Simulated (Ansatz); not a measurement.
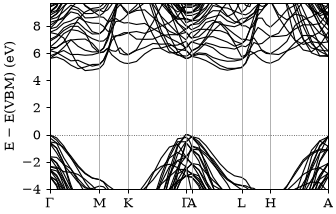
Band structure from r²SCAN (plane waves, PAW; program Ansatz)

The gap is 4.69 eV; an edge lies off the plotted path or next to a special point (maximum at Γ, minimum off the standard path).

Question: Which of these materials gives this?
A) Mg2ZnO3, P-3m1 (Mg on 2d, Zn on 1a, O on 2d, O on 1b)
B) C, P-3m1 (Pearson symbol hP18)
C) Ga2O3, La2O3 or Ni2Al3 type
D) CaI2, CdI2 type

Answer: B, C, P-3m1 (Pearson symbol hP18)

The start of the workflow was typed in or built on a structure type; the Crystallography Open Database copy checked does not list it. It is not the phase usual at ambient conditions (space group No. 194, 227). The r²SCAN relaxation kept the symmetry of its start; whether a distortion lowers the energy is not shown.

Potentials: the later of the program's two PAW sets.
